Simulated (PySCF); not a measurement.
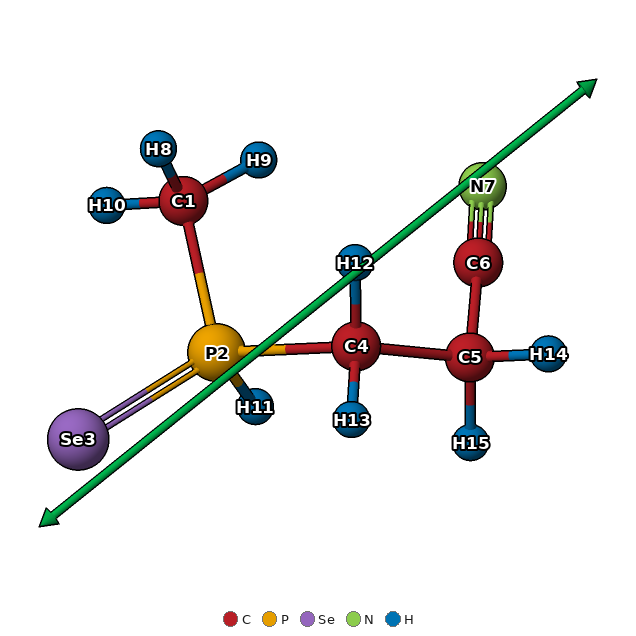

The double arrow shows the direction of the transition dipole to excited singlet state 6 (its length means nothing). The geometry was computed by an optimisation with GFN2-xTB. No frequency run is at hand to confirm it as a minimum. Method: TDDFT B3LYP/def2-SVPD, vertical, gas phase, core orbitals frozen in the response (PySCF 2.14.0).

How is the transition polarised?

Answer. Close to the long direction Se3···N7.

Give its energy, strength and character.

Answer. 5.41 eV (229 nm), oscillator strength 0.030, of mixed character, with the largest part HOMO−1 → LUMO+3 (weight 0.49); transition dipole 1.20 D.

The geometry is semi-empirical. Around P, Se such bond lengths and angles can be off by a tenth of an ångström or more and by several degrees, and values that hang on the shape move with them.
